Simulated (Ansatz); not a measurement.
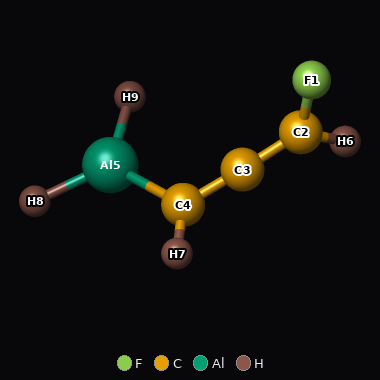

The system is C3H4AlF, SMILES FC=C=[CH][AlH2]; the picture shows the reference structure. First axis: angle C2–C3–C4 (carried through 180). Second axis: change of the bonds C3–C2, C3–C4, all alike. Nothing is relaxed (all other coordinates rigid). Grid: 15 × 15 points. Points are written as (first, second). Energies are in eV, from the relaxed molecule at the same level. Theory: RKS PBE0-D4/def2-SVP (Ansatz 0.2.0).

Its coordinates:

```xyz
9

F     1.3042    2.2827    1.2003
C     0.6889    1.8455    0.0960
C     0.6256    0.5755   -0.2325
C     0.4711   -0.6907   -0.5448
Al   -1.0887   -1.6135    0.1887
H     0.2559    2.6445   -0.5132
H     1.2385   -1.1695   -1.1726
H    -1.2711   -3.1755   -0.0422
H    -2.1360   -0.7452    1.0031
```

Range: angle C2–C3–C4 (carried through 180) from 140.0 to 220.0°; change of the bonds C3–C2, C3–C4, all alike from −0.144 to 0.223 Å.

> What landscape does the calculation give?

The lowest grid point is at (174.3°, 0.013 Å), 0.012 eV from the relaxed molecule at the same level. No other kind of well shows on this grid. The highest grid point, (220.0°, −0.144 Å), lies 2.93 eV above the lowest. Round the minimum the two coordinates are nearly uncoupled.

```csv
"second ↓, first →",140.0,145.7,151.4,157.1,162.9,168.6,174.3,180.0,185.7,191.4,197.1,202.9,208.6,214.3,220.0
0.223,2.37,2.32,2.29,2.27,2.26,2.25,2.26,2.27,2.29,2.31,2.34,2.37,2.42,2.47,2.53
0.197,1.99,1.94,1.89,1.86,1.85,1.84,1.84,1.85,1.87,1.90,1.93,1.98,2.03,2.09,2.16
0.171,1.65,1.58,1.52,1.49,1.46,1.45,1.45,1.46,1.48,1.51,1.55,1.60,1.66,1.73,1.82
0.144,1.32,1.24,1.17,1.13,1.10,1.08,1.08,1.09,1.11,1.15,1.19,1.25,1.32,1.40,1.50
0.118,1.05,0.95,0.88,0.82,0.78,0.76,0.76,0.77,0.79,0.83,0.88,0.94,1.02,1.12,1.23
0.092,0.82,0.71,0.62,0.56,0.52,0.49,0.48,0.49,0.52,0.56,0.61,0.68,0.77,0.88,1.01
0.066,0.65,0.53,0.43,0.35,0.30,0.27,0.26,0.27,0.30,0.34,0.40,0.48,0.58,0.70,0.84
0.039,0.55,0.40,0.29,0.21,0.15,0.11,0.10,0.10,0.13,0.18,0.24,0.33,0.44,0.57,0.73
0.013,0.52,0.36,0.24,0.14,0.07,0.03,0.01,0.02,0.05,0.10,0.17,0.27,0.39,0.53,0.70
−0.013,0.59,0.41,0.27,0.16,0.08,0.03,0.01,0.02,0.05,0.10,0.18,0.29,0.42,0.58,0.76
−0.039,0.75,0.56,0.40,0.28,0.20,0.14,0.11,0.12,0.15,0.21,0.29,0.41,0.55,0.72,0.92
−0.066,1.05,0.84,0.67,0.53,0.43,0.37,0.34,0.34,0.37,0.44,0.53,0.65,0.81,0.99,1.21
−0.092,1.47,1.24,1.05,0.91,0.80,0.73,0.69,0.69,0.72,0.79,0.89,1.03,1.19,1.39,1.63
−0.118,2.05,1.80,1.60,1.44,1.32,1.24,1.20,1.19,1.23,1.30,1.40,1.55,1.73,1.94,2.20
−0.144,2.80,2.54,2.32,2.14,2.01,1.92,1.88,1.87,1.90,1.98,2.09,2.25,2.44,2.67,2.94
```

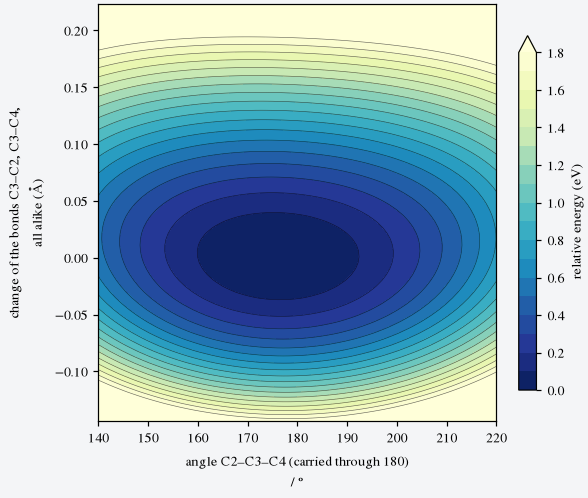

In the figure: filled contours, one colour for all values above the top of the scale. Between grid points the surface is interpolated.

Time for the 225 points that were run: 5.9 min on 1 thread of AMD EPYC 9R45 96-Core Processor (Zen 5), with other jobs on the host.
